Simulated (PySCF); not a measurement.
**C3H7FOSi: electronic excitations and core binding energies**

Aim: predict the electronic excitations and core binding energies of C3H7FOSi (`O[Si@@H]1CC[C@H]1F`).

Computed with PySCF 2.14.0, with density-fitted response routines of our own, on a single molecule in the gas phase. Atoms are numbered from 0 throughout.

## 1. The molecule as given

13 atoms, charge 0, multiplicity 1; geometry from: GFN2-xTB.

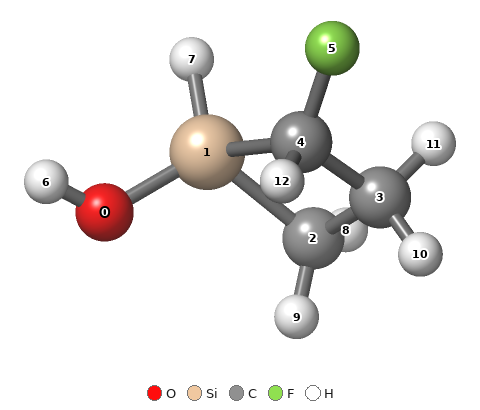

The starting geometry (oxygen red, silicon light orange, carbon grey, fluorine green, hydrogen white), atoms numbered.

## 2. Ultraviolet spectrum: wB97X-D/def2-SVPD

Job settings and geometry (Å):

```
{"job": {"kind": "uv", "xc": "wB97X-D", "basis": "def2-SVPD", "nstates": 8, "ntriplets": 3}, "charge": 0, "multiplicity": 1}
O      2.111725     0.612799     1.253953
Si     1.121442     0.149384     0.055000
C     -0.493447     1.158473     0.023437
C     -1.343191    -0.128135     0.075991
C     -0.254415    -1.138115     0.474018
F     -0.313374    -2.311749    -0.265376
H      2.913094     0.145984     1.477156
H      1.830572    -0.117497    -1.189582
H     -0.700056     1.778908    -0.843723
H     -0.637655     1.774567     0.908420
H     -2.181621    -0.082311     0.768753
H     -1.724069    -0.387999    -0.910294
H     -0.333394    -1.453822     1.518742
```

Level: TDDFT wB97X-D/def2-SVPD, vertical, gas phase, core orbitals frozen in the response.

On the command line:

```sh
> OMP_NUM_THREADS=1 python probes_run.py task.json out
```

The driver reads the jobs from task.json and runs them one after another.

Output:

```text
coarse grid: 11400 points
cycle   1  E = -582.5203709805  dE =  7.931e-01  |g| = 7.740e-01  |ddm| = 4.818e+00
cycle   2  E = -582.4910016629  dE =  2.937e-02  |g| = 9.153e-01  |ddm| = 1.581e+00
cycle   3  E = -582.6354172376  dE = -1.444e-01  |g| = 5.542e-02  |ddm| = 7.286e-01
cycle   4  E = -582.6360568595  dE = -6.396e-04  |g| = 2.559e-02  |ddm| = 1.190e-01
cycle   5  E = -582.6362233989  dE = -1.665e-04  |g| = 5.450e-03  |ddm| = 4.608e-02
cycle   6  E = -582.6362317499  dE = -8.351e-06  |g| = 1.201e-03  |ddm| = 1.277e-02
final grid: 105968 points
cycle   7  E = -582.7226084480  dE = -8.959e-05  |g| = 6.123e-03  |ddm| = 1.143e-01
cycle   8  E = -582.7226092066  dE = -7.586e-07  |g| = 6.762e-03  |ddm| = 1.905e-02
cycle   9  E = -582.7226167153  dE = -7.509e-06  |g| = 4.893e-04  |ddm| = 5.526e-03
cycle  10  E = -582.7226167886  dE = -7.333e-08  |g| = 3.323e-04  |ddm| = 1.942e-03
cycle  11  E = -582.7226168159  dE = -2.730e-08  |g| = 4.347e-05  |ddm| = 5.802e-04
cycle  12  E = -582.7226168169  dE = -1.008e-09  |g| = 1.089e-05  |ddm| = 1.746e-04
cycle  13  E = -582.7226168170  dE = -6.889e-11  |g| = 5.689e-06  |ddm| = 6.027e-05
converged SCF energy = -582.7226168170

Static polarisability (au): isotropic 62.455, principal 56.361 61.189 69.816

Singlet excitations
state   eV       nm        f      main configurations
  1   6.6405    186.7   0.00187   H->L 0.72, H->L+2 0.15
  2   7.0703    175.4   0.04249   H->L+1 0.77
  3   7.4566    166.3   0.00148   H-1->L 0.70, H-1->L+2 0.14
  4   7.7155    160.7   0.02592   H->L+2 0.66, H->L 0.11, H->L+1 0.11
  5   7.8619    157.7   0.03774   H-1->L+1 0.85
  6   8.0784    153.5   0.01009   H->L+3 0.68, H->L+4 0.11
  7   8.3726    148.1   0.00412   H-1->L+2 0.40, H-2->L 0.16, H-2->L+1 0.12
  8   8.5395    145.2   0.00717   H-1->L+2 0.29, H-2->L 0.22, H-2->L+2 0.13

Triplet excitations (Tamm-Dancoff, eV): 6.2471 6.5527 7.1520
```

Run time: 32 s. Hardware: 1 thread of Arm Neoverse V1, shared host; peak memory 0.81 GiB.

The orbitals next to the gap, with their largest atomic shares:

```tsv
orbital	eV	atoms
HOMO−3	-11.83	C3 24 %, C2 22 %, H11 12 %
HOMO−2	-11.09	C3 23 %, F5 22 %, C2 17 %
HOMO−1	-10.18	C2 28 %, Si1 18 %, C3 13 %
HOMO	-9.40	C4 30 %, F5 19 %, Si1 18 %
LUMO	1.65	O0 32 %, Si1 32 %, H6 14 %
LUMO+1	2.21	Si1 25 %, H7 12 %, O0 12 %
LUMO+2	2.45	Si1 20 %, C3 14 %, C4 12 %
```

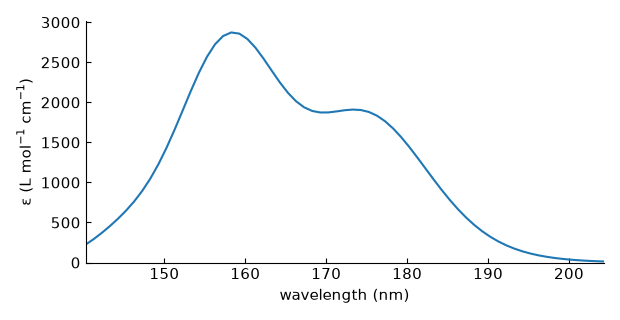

Absorption spectrum: each of the 8 states is a Gaussian band of 0.4 eV half-width at 1/e. Beyond the last state computed it falls off for lack of states.

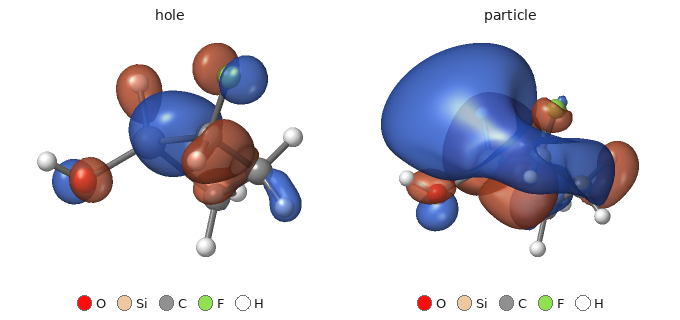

Leading natural transition orbitals of singlet state 2: the electron leaves the hole (left) for the particle orbital (right).

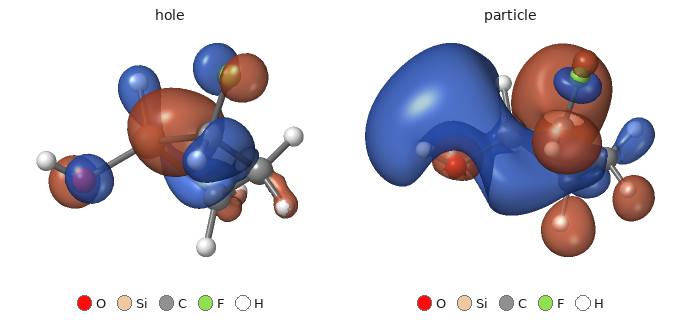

Leading natural transition orbitals of singlet state 1: the electron leaves the hole (left) for the particle orbital (right).

Ground-state properties from the same run:

```tsv
property	computed
dipole moment (D)	1.58
polarisability (Å³)	9.25
HOMO–LUMO gap (eV)	11.05
−ε(HOMO) (eV)	9.40
```

The fields below are evaluated on a grid from the run's orbitals.

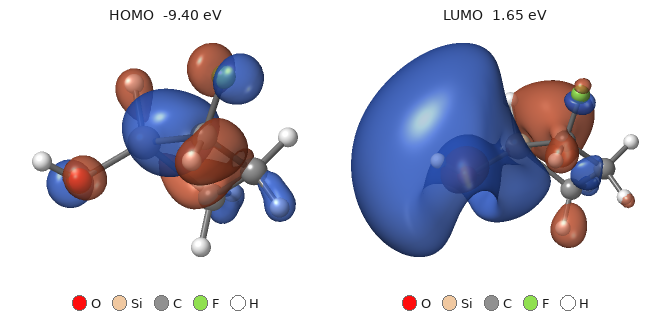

wB97X-D/def2-SVPD orbitals near the gap, drawn at the value that encloses 70 % of each; the two colours are the two signs.

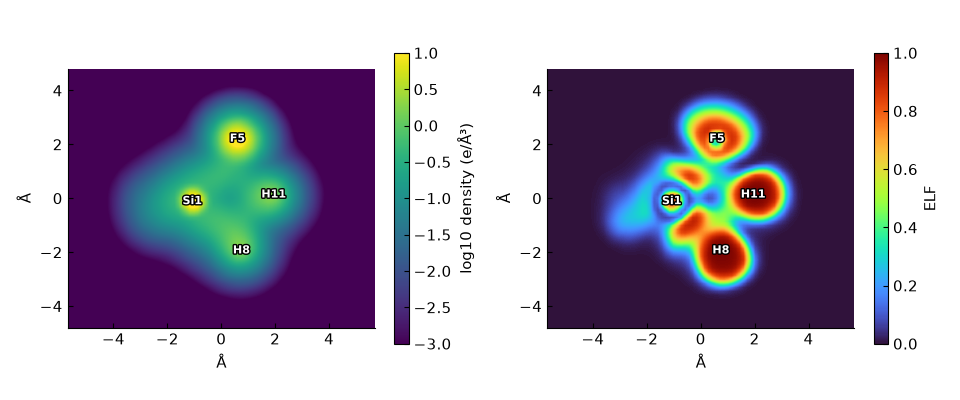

Density (left) and ELF (right) in a plane through or near 4 of the atoms.

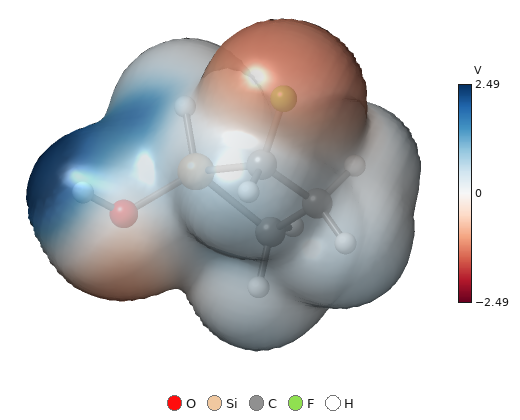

Electrostatic potential on the surface of density 0.002 e/bohr³; red is low, blue high. It runs from -1.24 V near F5 to 2.49 V near H6.

## 3. Core holes by ΔSCF: SCAN, X2C

Settings changed since step 2:

```diff
@@ -1,2 +1,2 @@
-{"job": {"kind": "uv", "xc": "wB97X-D", "basis": "def2-SVPD", "nstates": 8, "ntriplets": 3}, "charge": 0, "multiplicity": 1}
+{"job": {"kind": "xps"}, "charge": 0, "multiplicity": 1}
 O      2.111725     0.612799     1.253953
```

Method: delta-SCF UKS SCAN, pcX-2 on the ionised atom, pcseg-1 elsewhere, spin-free X2C.

Output:

```text
ground state, core basis on atom 0 (O), 154 functions
  cycle   1  E = -583.52830368  |g| = 9.63e-01
  cycle   2  E = -583.12855961  |g| = 1.73e+00
  cycle   3  E = -583.68802605  |g| = 2.17e-01
  cycle   4  E = -583.69718687  |g| = 8.48e-02
  cycle   5  E = -583.69887049  |g| = 1.12e-02
  cycle   6  E = -583.69889432  |g| = 4.19e-03
  cycle   7  E = -583.69889743  |g| = 2.30e-03
  cycle   8  E = -583.69889953  |g| = 4.25e-04
  E(ground) = -583.73318449 Eh
hole in O 1s of atom 0
  cycle   1  E = -563.08338153  |g| = 2.22e+00
  cycle   2  E = -560.49591960  |g| = 2.72e+00
  cycle   3  E = -563.42323665  |g| = 1.02e+00
  cycle   4  E = -563.85132743  |g| = 3.58e-01
  cycle   5  E = -563.88881935  |g| = 1.35e-01
  cycle   6  E = -563.89220642  |g| = 7.97e-02
  cycle   7  E = -563.89516232  |g| = 8.54e-03
  cycle   8  E = -563.89520206  |g| = 1.86e-03
  cycle   9  E = -563.89520428  |g| = 9.24e-04
  cycle  10  E = -563.89520446  |g| = 3.68e-04
  E(ion) = -563.93139896 Eh   <S^2> = 0.7615   hole on atom = 1.000   binding energy = 538.834 eV
ground state, core basis on atom 1 (Si), 165 functions
  cycle   1  E = -583.76858048  |g| = 2.95e-01
  cycle   2  E = -583.76702702  |g| = 1.20e-01
  cycle   3  E = -583.76537755  |g| = 1.49e-01
  cycle   4  E = -583.76948942  |g| = 1.34e-02
  cycle   5  E = -583.76951923  |g| = 2.23e-03
  cycle   6  E = -583.76951743  |g| = 5.49e-04
  cycle   7  E = -583.76951953  |g| = 2.32e-04
  E(ground) = -583.76615814 Eh
hole in Si 1s of atom 1
  cycle   1  E = -514.83214612  |g| = 4.35e+00
  cycle   2  E = -514.83627682  |g| = 2.21e+00
  cycle   3  E = -515.42773021  |g| = 9.27e-01
  cycle   4  E = -515.84256402  |g| = 3.52e-01
  cycle   5  E = -515.87822066  |g| = 1.55e-01
  cycle   6  E = -515.88718688  |g| = 4.36e-02
  cycle   7  E = -515.88782110  |g| = 2.38e-02
  cycle   8  E = -515.88810991  |g| = 4.44e-03
  cycle   9  E = -515.88811198  |g| = 3.26e-03
  cycle  10  E = -515.88811633  |g| = 4.12e-04
  E(ion) = -515.89218886 Eh   <S^2> = 0.7524   hole on atom = 1.000   binding energy = 1846.945 eV
hole in Si 2p of atom 1
  cycle   1  E = -579.49219512  |g| = 1.24e+00
  cycle   2  E = -579.29625752  |g| = 1.18e+00
  cycle   3  E = -579.75108201  |g| = 3.59e-01
  cycle   4  E = -579.80905336  |g| = 1.24e-01
  cycle   5  E = -579.81280229  |g| = 5.57e-02
  cycle   6  E = -579.81407225  |g| = 1.88e-02
  cycle   7  E = -579.81423940  |g| = 5.07e-03
  cycle   8  E = -579.81425242  |g| = 1.57e-03
  cycle   9  E = -579.81425351  |g| = 6.07e-04
  cycle  10  E = -579.81425303  |g| = 1.62e-04
  E(ion) = -579.82165500 Eh   <S^2> = 0.7513   hole on atom = 1.003   binding energy = 107.335 eV
  2p3/2 = 107.093 eV   2p1/2 = 107.717 eV
ground state, core basis on atom 2 (C), 154 functions
  cycle   1  E = -583.66711710  |g| = 6.46e-02
  cycle   2  E = -583.66704466  |g| = 3.85e-02
  cycle   3  E = -583.66726575  |g| = 2.58e-02
  cycle   4  E = -583.66739450  |g| = 7.17e-03
  cycle   5  E = -583.66740447  |g| = 1.09e-03
  cycle   6  E = -583.66740325  |g| = 3.17e-04
  E(ground) = -583.70483101 Eh
hole in C 1s of atom 2
  cycle   1  E = -572.43643344  |g| = 1.51e+00
  cycle   2  E = -571.72399406  |g| = 1.85e+00
  cycle   3  E = -572.96172908  |g| = 3.52e-01
  cycle   4  E = -572.99861346  |g| = 1.94e-01
  cycle   5  E = -573.00996431  |g| = 6.11e-02
  cycle   6  E = -573.01108486  |g| = 1.70e-02
  cycle   7  E = -573.01121048  |g| = 7.33e-03
  cycle   8  E = -573.01123970  |g| = 1.59e-03
  cycle   9  E = -573.01124227  |g| = 1.03e-03
  cycle  10  E = -573.01124186  |g| = 7.77e-04
  cycle  11  E = -573.01124299  |g| = 1.55e-04
  E(ion) = -573.04804115 Eh   <S^2> = 0.7691   hole on atom = 1.000   binding energy = 289.986 eV
ground state, core basis on atom 3 (C), 154 functions
  cycle   1  E = -583.66745048  |g| = 5.83e-02
  cycle   2  E = -583.66738871  |g| = 2.46e-02
  cycle   3  E = -583.66740117  |g| = 2.37e-02
  cycle   4  E = -583.66753382  |g| = 3.39e-03
  cycle   5  E = -583.66753574  |g| = 4.81e-04
  E(ground) = -583.70489952 Eh
hole in C 1s of atom 3
  cycle   1  E = -572.42149503  |g| = 1.51e+00
  cycle   2  E = -571.59104645  |g| = 1.94e+00
  cycle   3  E = -572.92377898  |g| = 4.12e-01
  cycle   4  E = -572.96041618  |g| = 2.94e-01
  cycle   5  E = -572.98779991  |g| = 5.84e-02
  cycle   6  E = -572.98896382  |g| = 1.02e-02
  cycle   7  E = -572.98901077  |g| = 6.95e-03
  cycle   8  E = -572.98903774  |g| = 2.17e-03
  cycle   9  E = -572.98904296  |g| = 1.23e-03
  cycle  10  E = -572.98904422  |g| = 1.05e-03
  cycle  11  E = -572.98904468  |g| = 1.11e-04
  E(ion) = -573.02554428 Eh   <S^2> = 0.7707   hole on atom = 1.000   binding energy = 290.600 eV
ground state, core basis on atom 4 (C), 154 functions
  cycle   1  E = -583.67162694  |g| = 5.92e-02
  cycle   2  E = -583.67156130  |g| = 2.77e-02
  cycle   3  E = -583.67158827  |g| = 2.64e-02
  cycle   4  E = -583.67172190  |g| = 4.33e-03
  cycle   5  E = -583.67172712  |g| = 6.65e-04
  cycle   6  E = -583.67172645  |g| = 1.03e-04
  E(ground) = -583.70828685 Eh
hole in C 1s of atom 4
  cycle   1  E = -572.37587189  |g| = 1.51e+00
  cycle   2  E = -569.05581710  |g| = 2.75e+00
  cycle   3  E = -572.54710404  |g| = 9.83e-01
  cycle   4  E = -572.87185785  |g| = 4.56e-01
  cycle   5  E = -572.93894270  |g| = 1.60e-01
  cycle   6  E = -572.94549788  |g| = 7.44e-02
  cycle   7  E = -572.94747476  |g| = 1.37e-02
  cycle   8  E = -572.94755007  |g| = 6.23e-03
  cycle   9  E = -572.94757425  |g| = 2.36e-03
  cycle  10  E = -572.94757959  |g| = 1.18e-03
  cycle  11  E = -572.94758036  |g| = 4.85e-04
  E(ion) = -572.98446629 Eh   <S^2> = 0.7732   hole on atom = 1.000   binding energy = 291.810 eV
ground state, core basis on atom 5 (F), 154 functions
  cycle   1  E = -583.71191581  |g| = 1.17e-01
  cycle   2  E = -583.71154445  |g| = 6.23e-02
  cycle   3  E = -583.71146767  |g| = 6.72e-02
  cycle   4  E = -583.71209262  |g| = 4.13e-03
  cycle   5  E = -583.71209717  |g| = 4.57e-04
  E(ground) = -583.75086466 Eh
hole in F 1s of atom 5
  cycle   1  E = -557.38951527  |g| = 2.58e+00
  cycle   2  E = -556.97807207  |g| = 2.30e+00
  cycle   3  E = -558.12225556  |g| = 5.84e-01
  cycle   4  E = -558.21223117  |g| = 3.91e-01
  cycle   5  E = -558.28312729  |g| = 8.37e-02
  cycle   6  E = -558.28487189  |g| = 4.79e-02
  cycle   7  E = -558.28581127  |g| = 7.12e-03
  cycle   8  E = -558.28583488  |g| = 2.31e-03
  cycle   9  E = -558.28583756  |g| = 7.14e-04
  cycle  10  E = -558.28583823  |g| = 3.20e-04
  E(ion) = -558.33085650 Eh   <S^2> = 0.7575   hole on atom = 1.000   binding energy = 691.714 eV
```

Run time: 69 s. Hardware: 1 thread of Arm Neoverse V1, shared host; peak memory 0.64 GiB.

Binding energies by hole, beside the orbital energy of the ground state; the difference holds orbital relaxation and, for a density functional, its self-interaction error:

```tsv
hole	stands for	environment	ΔSCF (eV; 2p as the shell's mean)	−ε (eV)	⟨S²⟩
O1s on O0	O0	oxygen bonded to Si, H	538.83	517.0	0.761
Si1s on Si1	Si1	silicon bonded to 2 C, O, H, in a 4-membered ring	1846.94	1793.7	0.752
Si2p on Si1	Si1	silicon bonded to 2 C, O, H, in a 4-membered ring	107.30	96.5	0.751
C1s on C2	C2	sp3 CH2 bonded to Si	289.99	273.2	0.769
C1s on C3	C3	sp3 CH2 in a ring	290.60	273.7	0.771
C1s on C4	C4	sp3 CH bonded to F and Si	291.81	275.0	0.773
F1s on F5	F5	fluorine on an sp3 carbon	691.71	665.9	0.758
```

With the spin-orbit splitting: Si1 2p3/2 107.09, 2p1/2 107.72 eV. The table gives each 2p level as the mean over the whole 2p shell (two parts 2p3/2, one part 2p1/2), which differs a little from the single hole in the log.

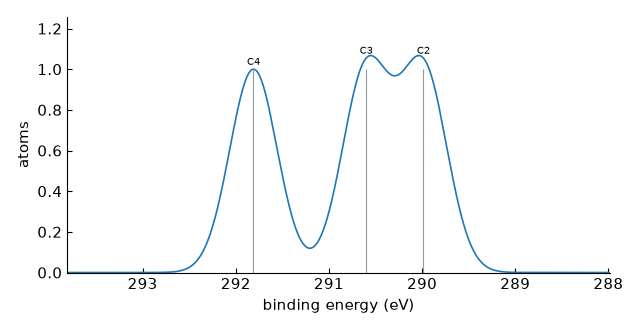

The C1s photoelectron lines, weighted by the number of atoms. Lines are broadened to a width of 0.60 eV (Gaussian).

## 4. Summary of results

| quantity | value |
| --- | --- |
| lowest singlet (wB97X-D/def2-SVPD) | 6.64 eV (187 nm), f = 0.002 |
| brightest single state of those computed | state 2, 7.07 eV, f = 0.042 |
| lowest triplet | 6.25 eV |
| surface potential, least and greatest | -1.24 V and 2.49 V |
| C1s binding energies, SCAN/pcX-2 | C4 291.81, C3 290.60, C2 289.99 eV |
| O1s binding energies, SCAN/pcX-2 | O0 538.83 eV |
| Si1s binding energies, SCAN/pcX-2 | Si1 1846.94 eV |
| Si2p binding energies, SCAN/pcX-2 | Si1 107.30 eV |
| F1s binding energies, SCAN/pcX-2 | F5 691.71 eV |

What this shows: The first singlet state (HOMO→LUMO 0.72, HOMO→LUMO+2 0.15) lies at 6.64 eV and is weak; of the 8 states computed, the strongest absorption comes from state 2 at 7.07 eV. The lowest triplet lies 0.39 eV below the lowest singlet (triplets in Tamm-Dancoff, singlets in full TDDFT). The C1s levels kept as sound span 1.82 eV, from C2 (sp3 CH2 bonded to Si) up to C4 (sp3 CH bonded to F and Si).
